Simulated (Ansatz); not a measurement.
**Run report: CH₅InOS₂, molecular dynamics (part 1 of 2)**

- system: CH₅InOS₂
- method: RKS revPBE-d4/def2-SVP (Ansatz 0.2.0)

The geometry comes from this level: PBE0-D4/def2-TZVP. Figures and captions count atoms from 1; the log counts them from 0 in places.

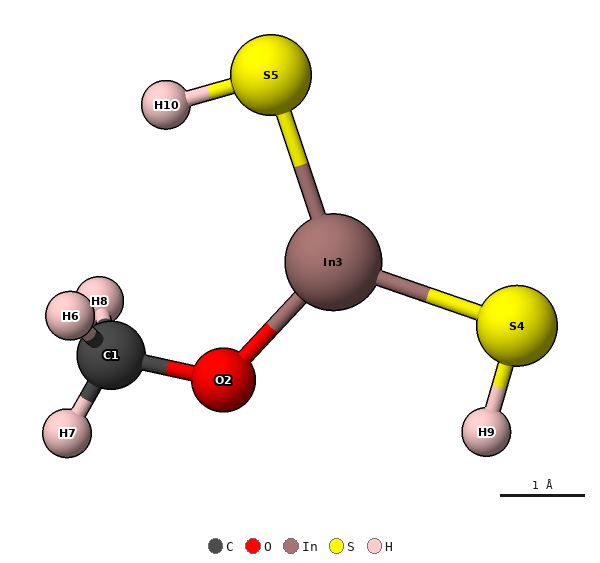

**Figure 1.** The input geometry (ball-and-stick view, seen at a tilt; atoms are numbered from 1 in the order of the input). Sticks mark near contacts.

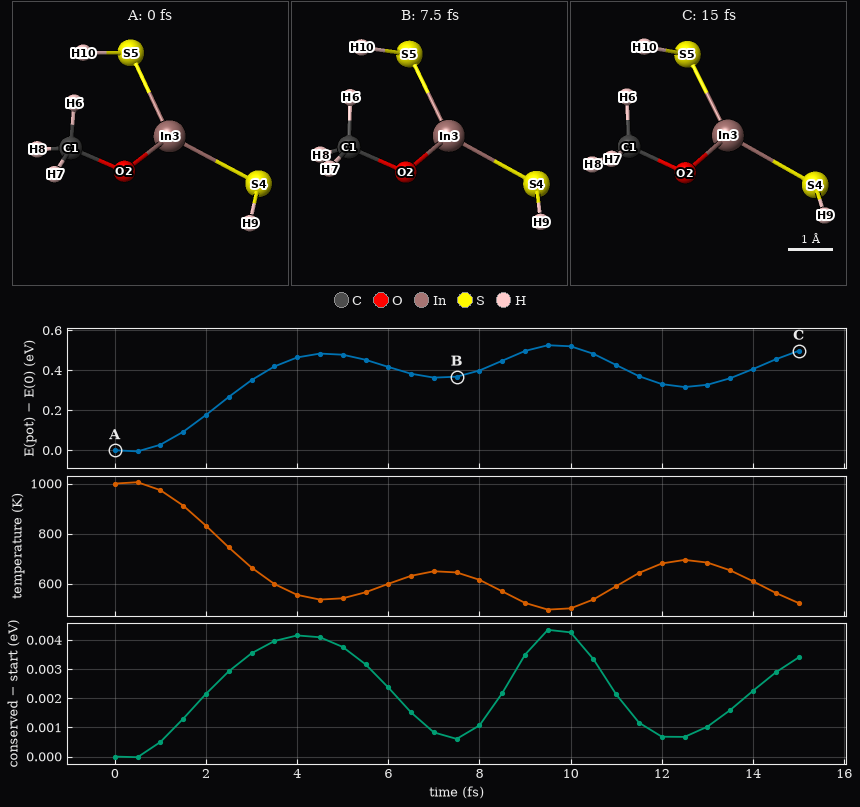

**Figure 2.** Frames of the molecular dynamics (ball-and-stick, seen at a tilt) above the curves, on which the letters mark them. The trajectory kept here has 31 frames over 15 fs. The temperature starts at 1000 K, ranges from 496 to 1005 K and averages 595 K over the second half. The potential energy ends 0.497 eV above its first value. The conserved quantity stays within 0.0044 eV. After an unweighted best fit of the last frame on the first, the root-mean-square displacement is 0.25 Å.

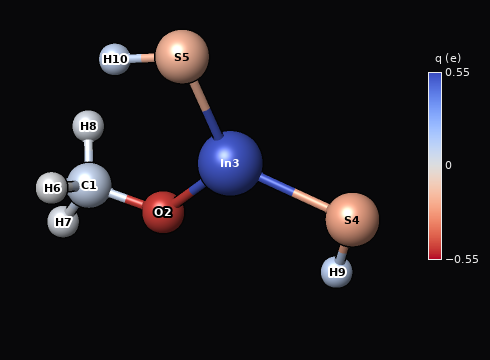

**Figure 3.** Mulliken charges, as the colour of each atom (ball-and-stick view, seen at a tilt; atoms are numbered from 1 in the order of the input). By element: C +0.08, O −0.48, In +0.52, S −0.22 to −0.19 and H +0.01 to +0.12 e.

The input that produced these results follows, with the program's output.

### Input
```yaml
crystal:
  periodic: [false, false, false]
  atoms:
    - {symbol: C, position_ang: [-0.011811, 0.976191, 1.359078]}
    - {symbol: O, position_ang: [-0.168885, -0.346234, 0.919558]}
    - {symbol: In, position_ang: [-0.011810, -0.836079, -0.993858]}
    - {symbol: S, position_ang: [-0.317811, -3.127805, -1.469377]}
    - {symbol: S, position_ang: [0.457897, 0.880242, -2.562122]}
    - {symbol: H, position_ang: [0.982296, 1.386900, 1.131977]}
    - {symbol: H, position_ang: [-0.131156, 0.996009, 2.447494]}
    - {symbol: H, position_ang: [-0.762299, 1.658482, 0.935331]}
    - {symbol: H, position_ang: [-0.523127, -3.405842, -0.169374]}
    - {symbol: H, position_ang: [0.486706, 1.818156, -1.598705]}
basis:
  gaussian: {orbitals: def2-SVP}
hamiltonian: {xc: {name: revPBE}, dispersion: d4}
md: {timestep: 0.5 fs, n_steps: 30, ensemble: nve, temperature: 1000, initial_velocities: maxwell_boltzmann, seed: 226}
```

Run as:
```bash
ansatz run in.yaml --threads 4 --pin off --events-out ev --progress --plain --max-ram 10444MiB
```

### Output
```
Functional definition: revPBE
  name "revPBE"
  cite "Zhang & Yang, Phys. Rev. Lett. 80, 890 (1998) doi:10.1103/PhysRevLett.80.890"
  cite "Perdew, Burke & Ernzerhof, Phys. Rev. Lett. 77, 3865 (1996) doi:10.1103/PhysRevLett.77.3865"
  parameter kappa = 1.245
  parameter beta = 0.06672455060314922
  exchange = pbe_x(kappa = kappa, mu = beta*pi^2/3)
  correlation = pbe_c(beta = beta)
1317 factors; their error is unknown
mean field evaluation 1: about -29990.4210 eV, gradient 6.1e1 eV
mean field evaluation 2: about -29867.0688 eV, gradient 2.0e2 eV
mean field evaluation 4: about -29998.0796 eV, gradient 1.9e1 eV
mean field evaluation 8: about -29999.0379 eV, gradient 1.6e-1 eV
mean field evaluation 16: about -29998.9769 eV, gradient 7.3e-4 eV
mean field -29998.97685289 eV, -1102.4420653070 hartree, gradient 7.5e-5 eV, S^2 0.000000; 0 other end points of the search recorded, 0 dependent functions left out
the calculation of the forces begins
reference -29998.97690702 eV, -1102.4420672961 hartree; 36, 36 occupied and 79, 79 virtual orbitals, 1317 factors
md step     0: t =     0.00 fs  T =  1000.0 K  F+E_penalty+E_count = -29999.58215871 eV  E_kin = 1.034080 eV  conserved = -29998.54807872 eV  (28 SCF iters)
these checks for a lower state are left out or cut short: starts, cluster_reference, orbital_swaps, neighbouring_geometries, increment
1317 factors; their error is unknown
mean field -29998.98180009 eV, -1102.4422471131 hartree, gradient 1.2e-5 eV, S^2 0.000000; 0 other end points of the search recorded, 0 dependent functions left out
the calculation of the forces begins
reference -29998.98185422 eV, -1102.4422491022 hartree; 36, 36 occupied and 79, 79 virtual orbitals, 1317 factors
md step     1: t =     0.50 fs  T =  1005.3 K  F+E_penalty+E_count = -29999.58767778 eV  E_kin = 1.039577 eV  conserved = -29998.54810117 eV  (30 SCF iters, 3 dispersion substeps)
[... from here on the SCF iterations and repeated set-up lines of each step are left out, up to the last step ...]
md step     2: t =     1.00 fs  T =   973.7 K  F+E_penalty+E_count = -29999.55447664 eV  E_kin = 1.006897 eV  conserved = -29998.54757979 eV  (30 SCF iters, 3 dispersion substeps)
md step     3: t =     1.50 fs  T =   911.9 K  F+E_penalty+E_count = -29999.48979715 eV  E_kin = 0.943015 eV  conserved = -29998.54678241 eV  (30 SCF iters, 3 dispersion substeps)
md step     4: t =     2.00 fs  T =   831.4 K  F+E_penalty+E_count = -29999.40564263 eV  E_kin = 0.859714 eV  conserved = -29998.54592825 eV  (30 SCF iters, 3 dispersion substeps)
md step     5: t =     2.50 fs  T =   744.8 K  F+E_penalty+E_count = -29999.31531927 eV  E_kin = 0.770165 eV  conserved = -29998.54515404 eV  (30 SCF iters, 3 dispersion substeps)
md step     6: t =     3.00 fs  T =   664.0 K  F+E_penalty+E_count = -29999.23112478 eV  E_kin = 0.686589 eV  conserved = -29998.54453537 eV  (30 SCF iters, 3 dispersion substeps)
md step     7: t =     3.50 fs  T =   598.5 K  F+E_penalty+E_count = -29999.16299402 eV  E_kin = 0.618879 eV  conserved = -29998.54411485 eV  (31 SCF iters, 3 dispersion substeps)
md step     8: t =     4.00 fs  T =   554.9 K  F+E_penalty+E_count = -29999.11771128 eV  E_kin = 0.573788 eV  conserved = -29998.54392281 eV  (30 SCF iters, 3 dispersion substeps)
md step     9: t =     4.50 fs  T =   536.1 K  F+E_penalty+E_count = -29999.09838127 eV  E_kin = 0.554396 eV  conserved = -29998.54398517 eV  (30 SCF iters, 3 dispersion substeps)
md step    10: t =     5.00 fs  T =   541.3 K  F+E_penalty+E_count = -29999.10402823 eV  E_kin = 0.559710 eV  conserved = -29998.54431832 eV  (31 SCF iters, 3 dispersion substeps)
md step    11: t =     5.50 fs  T =   565.2 K  F+E_penalty+E_count = -29999.12939394 eV  E_kin = 0.584481 eV  conserved = -29998.54491288 eV  (31 SCF iters, 3 dispersion substeps)
md step    12: t =     6.00 fs  T =   599.1 K  F+E_penalty+E_count = -29999.16519572 eV  E_kin = 0.619487 eV  conserved = -29998.54570874 eV  (31 SCF iters, 3 dispersion substeps)
md step    13: t =     6.50 fs  T =   631.2 K  F+E_penalty+E_count = -29999.19923443 eV  E_kin = 0.652669 eV  conserved = -29998.54656561 eV  (31 SCF iters, 3 dispersion substeps)
md step    14: t =     7.00 fs  T =   649.4 K  F+E_penalty+E_count = -29999.21874440 eV  E_kin = 0.671494 eV  conserved = -29998.54725033 eV  (30 SCF iters, 3 dispersion substeps)
md step    15: t =     7.50 fs  T =   644.6 K  F+E_penalty+E_count = -29999.21408421 eV  E_kin = 0.666611 eV  conserved = -29998.54747274 eV  (31 SCF iters, 3 dispersion substeps)
md step    16: t =     8.00 fs  T =   615.1 K  F+E_penalty+E_count = -29999.18308976 eV  E_kin = 0.636080 eV  conserved = -29998.54700955 eV  (31 SCF iters, 3 dispersion substeps)
md step    17: t =     8.50 fs  T =   568.9 K  F+E_penalty+E_count = -29999.13414914 eV  E_kin = 0.588248 eV  conserved = -29998.54590087 eV  (31 SCF iters, 3 dispersion substeps)
md step    18: t =     9.00 fs  T =   522.8 K  F+E_penalty+E_count = -29999.08515432 eV  E_kin = 0.540573 eV  conserved = -29998.54458163 eV  (30 SCF iters, 3 dispersion substeps)
md step    19: t =     9.50 fs  T =   496.0 K  F+E_penalty+E_count = -29999.05667873 eV  E_kin = 0.512948 eV  conserved = -29998.54373091 eV  (31 SCF iters, 3 dispersion substeps)
md step    20: t =    10.00 fs  T =   501.0 K  F+E_penalty+E_count = -29999.06186773 eV  E_kin = 0.518050 eV  conserved = -29998.54381768 eV  (31 SCF iters, 3 dispersion substeps)
md step    21: t =    10.50 fs  T =   536.6 K  F+E_penalty+E_count = -29999.09957992 eV  E_kin = 0.554842 eV  conserved = -29998.54473807 eV  (31 SCF iters, 3 dispersion substeps)
md step    22: t =    11.00 fs  T =   589.8 K  F+E_penalty+E_count = -29999.15581498 eV  E_kin = 0.609866 eV  conserved = -29998.54594874 eV  (30 SCF iters, 3 dispersion substeps)
md step    23: t =    11.50 fs  T =   642.8 K  F+E_penalty+E_count = -29999.21161833 eV  E_kin = 0.664702 eV  conserved = -29998.54691681 eV  (30 SCF iters, 3 dispersion substeps)
md step    24: t =    12.00 fs  T =   680.6 K  F+E_penalty+E_count = -29999.25116866 eV  E_kin = 0.703770 eV  conserved = -29998.54739836 eV  (31 SCF iters, 3 dispersion substeps)
md step    25: t =    12.50 fs  T =   694.8 K  F+E_penalty+E_count = -29999.26585468 eV  E_kin = 0.718450 eV  conserved = -29998.54740435 eV  (30 SCF iters, 3 dispersion substeps)
md step    26: t =    13.00 fs  T =   684.1 K  F+E_penalty+E_count = -29999.25450294 eV  E_kin = 0.707449 eV  conserved = -29998.54705386 eV  (31 SCF iters, 3 dispersion substeps)
md step    27: t =    13.50 fs  T =   653.0 K  F+E_penalty+E_count = -29999.22174650 eV  E_kin = 0.675263 eV  conserved = -29998.54648336 eV  (31 SCF iters, 3 dispersion substeps)
md step    28: t =    14.00 fs  T =   609.3 K  F+E_penalty+E_count = -29999.17593197 eV  E_kin = 0.630109 eV  conserved = -29998.54582295 eV  (31 SCF iters, 3 dispersion substeps)
md step    29: t =    14.50 fs  T =   562.7 K  F+E_penalty+E_count = -29999.12704679 eV  E_kin = 0.581858 eV  conserved = -29998.54518921 eV  (31 SCF iters, 3 dispersion substeps)
these checks for a lower state are left out or cut short: starts, cluster_reference, orbital_swaps, neighbouring_geometries, increment
1317 factors; their error is unknown
mean field -29998.47208834 eV, -1102.4235155517 hartree, gradient 2.6e-5 eV, S^2 0.000000; 0 other end points of the search recorded, 0 dependent functions left out
the calculation of the forces begins
reference -29998.47214291 eV, -1102.4235175573 hartree; 36, 36 occupied and 79, 79 virtual orbitals, 1317 factors
1317 factors; their error is unknown
mean field evaluation 256: about -29998.4588 eV, gradient 4.8e0 eV
mean field -29998.47208834 eV, -1102.4235155517 hartree, gradient 2.6e-5 eV, S^2 0.000000; 1 other end points of the search recorded, 0 dependent functions left out
the calculation of the forces begins
reference -29998.47214291 eV, -1102.4235175573 hartree; 36, 36 occupied and 79, 79 virtual orbitals, 1317 factors
md step    30: t =    15.00 fs  T =   522.3 K  F+E_penalty+E_count = -29999.08482741 eV  E_kin = 0.540149 eV  conserved = -29998.54467827 eV  (31 SCF iters, 3 dispersion substeps)
Total energy: -29999.08488198 eV, -1102.4460353027 hartree
Atom 0 at    -0.041300     0.987546     1.256385 Å, force    -1.122668     0.823118     1.466615 eV/Å
Atom 1 at    -0.131580    -0.421668     0.981262 Å, force     0.369070     1.419211    -0.082976 eV/Å
Atom 2 at    -0.017833    -0.832207    -1.033444 Å, force    -0.139260    -0.492115     1.798419 eV/Å
Atom 3 at    -0.333195    -3.113464    -1.407072 Å, force    -0.047537    -1.755910     0.157056 eV/Å
Atom 4 at     0.471729     0.885610    -2.469138 Å, force     0.291208     0.942891    -1.767905 eV/Å
Atom 5 at     0.829491     1.570178     0.788981 Å, force    -0.728345    -0.535507    -0.200559 eV/Å
Atom 6 at     0.198112     1.176018     2.401490 Å, force    -0.625711    -0.533343    -1.517835 eV/Å
Atom 7 at    -1.099368     1.559437     1.034459 Å, force     2.164570    -0.903314     0.353128 eV/Å
Atom 8 at    -0.104726    -3.669912    -0.134605 Å, force    -0.161306     0.802286    -0.723593 eV/Å
Atom 9 at     0.723591     1.812080    -1.529203 Å, force    -0.000023     0.232682     0.517649 eV/Å
Dipole moment:     0.099886     0.223248     0.036908 e Å
```

### Trajectory as extended XYZ (Å, eV, eV/Å), 31 frames, from step=0 to step=30
```
10
Properties=species:S:1:pos:R:3:forces:R:3 step=0 time_fs=0.0 energy=-29999.58216 temperature=1000.0
C    -0.0118    0.9762    1.3591   -0.0239  -0.2692  -0.1560
O    -0.1689   -0.3462    0.9196   -0.1447  -0.2858   0.8139
In   -0.0118   -0.8361   -0.9939    0.0321  -0.0936  -0.3821
S    -0.3178   -3.1278   -1.4694   -0.0139  -0.5835  -0.6437
S     0.4579    0.8802   -2.5621    0.1309   0.1550  -0.8514
H     0.9823    1.3869    1.1320    0.5295   0.3117  -0.0832
H    -0.1312    0.9960    2.4475   -0.0596   0.0645   0.6158
H    -0.7623    1.6585    0.9353   -0.3812   0.4551  -0.1856
H    -0.5231   -3.4058   -0.1694   -0.0768  -0.0965   0.4969
H     0.4867    1.8182   -1.5987    0.0076   0.3424   0.3755
10
Properties=species:S:1:pos:R:3:forces:R:3 step=1 time_fs=0.5 energy=-29999.58768 temperature=1005.3
C    -0.0094    0.9773    1.3594   -0.7074  -0.0161  -0.2043
O    -0.1682   -0.3506    0.9184   -0.0803  -0.0953   0.9856
In   -0.0120   -0.8359   -0.9953    0.0237  -0.1150  -0.3256
S    -0.3181   -3.1260   -1.4673   -0.0816  -0.7230  -0.2747
S     0.4581    0.8795   -2.5579    0.1391   0.1403  -0.9525
H     0.9734    1.3960    1.0989    0.5252   0.2967   0.0262
H    -0.1332    1.0065    2.4640    0.0653   0.0510   0.0412
H    -0.7860    1.6583    0.9171    0.1180   0.0492   0.1749
H    -0.5121   -3.4288   -0.1543   -0.0087   0.0288   0.0941
H     0.4966    1.8201   -1.6013    0.0067   0.3835   0.4352
10
Properties=species:S:1:pos:R:3:forces:R:3 step=2 time_fs=1.0 energy=-29999.55448 temperature=973.7
C    -0.0071    0.9784    1.3597   -1.2488   0.1959  -0.2717
O    -0.1676   -0.3550    0.9174   -0.0178   0.0952   1.1503
In   -0.0122   -0.8357   -0.9967    0.0163  -0.1353  -0.2691
S    -0.3184   -3.1242   -1.4652   -0.1387  -0.8692   0.0749
S     0.4582    0.8788   -2.5538    0.1477   0.1542  -1.0241
H     0.9657    1.4057    1.0659    0.4524   0.2515   0.1540
H    -0.1352    1.0171    2.4806    0.1821   0.0306  -0.4878
H    -0.8095    1.6581    0.8993    0.5534  -0.2791   0.4969
H    -0.5011   -3.4516   -0.1390    0.0481   0.1601  -0.2884
H     0.5065    1.8230   -1.6028    0.0053   0.3960   0.4651
10
Properties=species:S:1:pos:R:3:forces:R:3 step=3 time_fs=1.5 energy=-29999.48980 temperature=911.9
C    -0.0050    0.9796    1.3600   -1.6363   0.3619  -0.3742
O    -0.1669   -0.3594    0.9166    0.0418   0.2800   1.3039
In   -0.0124   -0.8355   -0.9982    0.0094  -0.1542  -0.2113
S    -0.3187   -3.1225   -1.4632   -0.1832  -1.0146   0.3831
S     0.4584    0.8781   -2.5497    0.1577   0.1992  -1.0644
H     0.9591    1.4161    1.0332    0.3239   0.1789   0.3006
H    -0.1367    1.0278    2.4960    0.2860   0.0047  -0.9402
H    -0.8317    1.6574    0.8827    0.9068  -0.5236   0.7672
H    -0.4900   -3.4741   -0.1244    0.0914   0.2901  -0.6285
H     0.5165    1.8268   -1.6033    0.0026   0.3775   0.4638
10
Properties=species:S:1:pos:R:3:forces:R:3 step=4 time_fs=2.0 energy=-29999.40564 temperature=831.4
C    -0.0033    0.9808    1.3601   -1.8840   0.4852  -0.5181
O    -0.1663   -0.3637    0.9160    0.0976   0.4539   1.4432
In   -0.0126   -0.8353   -0.9997    0.0031  -0.1716  -0.1508
S    -0.3190   -3.1209   -1.4611   -0.2148  -1.1529   0.6376
S     0.4586    0.8774   -2.5457    0.1699   0.2748  -1.0750
H     0.9532    1.4269    1.0013    0.1596   0.0855   0.4620
H    -0.1375    1.0384    2.5091    0.3740  -0.0250  -1.3007
H    -0.8516    1.6553    0.8679    1.1759  -0.6911   0.9830
H    -0.4787   -3.4958   -0.1113    0.1212   0.4125  -0.9138
H     0.5264    1.8315   -1.6026   -0.0024   0.3288   0.4326
10
Properties=species:S:1:pos:R:3:forces:R:3 step=5 time_fs=2.5 energy=-29999.31532 temperature=744.8
C    -0.0020    0.9821    1.3602   -2.0188   0.5712  -0.7014
O    -0.1656   -0.3680    0.9156    0.1492   0.6124   1.5649
In   -0.0128   -0.8351   -1.0011   -0.0031  -0.1877  -0.0866
S    -0.3194   -3.1194   -1.4589   -0.2348  -1.2799   0.8330
S     0.4588    0.8767   -2.5418    0.1848   0.3777  -1.0598
H     0.9478    1.4379    0.9705   -0.0179  -0.0200   0.6313
H    -0.1374    1.0491    2.5192    0.4450  -0.0566  -1.5649
H    -0.8688    1.6517    0.8555    1.3666  -0.7934   1.1468
H    -0.4671   -3.5166   -0.1004    0.1388   0.5230  -1.1387
H     0.5363    1.8370   -1.6009   -0.0099   0.2531   0.3754
10
Properties=species:S:1:pos:R:3:forces:R:3 step=6 time_fs=3.0 energy=-29999.23112 temperature=664.0
C    -0.0011    0.9836    1.3601   -2.0697   0.6239  -0.9175
O    -0.1650   -0.3722    0.9155    0.1963   0.7521   1.6669
In   -0.0129   -0.8349   -1.0026   -0.0091  -0.2023  -0.0176
S    -0.3197   -3.1179   -1.4567   -0.2445  -1.3922   0.9686
S     0.4591    0.8760   -2.5380    0.2027   0.5022  -1.0248
H     0.9423    1.4489    0.9411   -0.1878  -0.1280   0.7994
H    -0.1362    1.0596    2.5255    0.4991  -0.0885  -1.7339
H    -0.8827    1.6461    0.8459    1.4876  -0.8422   1.2631
H    -0.4551   -3.5361   -0.0922    0.1456   0.6187  -1.3025
H     0.5462    1.8432   -1.5983   -0.0202   0.1563   0.2983
10
Properties=species:S:1:pos:R:3:forces:R:3 step=7 time_fs=3.5 energy=-29999.16299 temperature=598.5
C    -0.0006    0.9851    1.3599   -2.0606   0.6447  -1.1579
O    -0.1642   -0.3762    0.9156    0.2388   0.8709   1.7473
In   -0.0131   -0.8347   -1.0040   -0.0152  -0.2157   0.0570
S    -0.3201   -3.1166   -1.4544   -0.2460  -1.4875   1.0458
S     0.4593    0.8754   -2.5343    0.2233   0.6412  -0.9770
H     0.9364    1.4596    0.9137   -0.3339  -0.2305   0.9569
H    -0.1339    1.0698    2.5277    0.5369  -0.1189  -1.8101
H    -0.8930    1.6385    0.8392    1.5461  -0.8472   1.3363
H    -0.4428   -3.5542   -0.0872    0.1437   0.6975  -1.4066
H     0.5561    1.8496   -1.5949   -0.0331   0.0455   0.2082
10
Properties=species:S:1:pos:R:3:forces:R:3 step=8 time_fs=4.0 energy=-29999.11771 temperature=554.9
C    -0.0005    0.9868    1.3594   -2.0073   0.6326  -1.4144
O    -0.1635   -0.3802    0.9159    0.2765   0.9679   1.8054
In   -0.0133   -0.8345   -1.0055   -0.0214  -0.2279   0.1376
S    -0.3205   -3.1154   -1.4521   -0.2409  -1.5642   1.0664
S     0.4596    0.8749   -2.5306    0.2461   0.7870  -0.9238
H     0.9296    1.4697    0.8886   -0.4454  -0.3207   1.0953
H    -0.1303    1.0798    2.5255    0.5594  -0.1463  -1.7949
H    -0.8996    1.6289    0.8358    1.5460  -0.8143   1.3686
H    -0.4302   -3.5706   -0.0855    0.1349   0.7577  -1.4528
H     0.5659    1.8562   -1.5911   -0.0480  -0.0716   0.1126
```
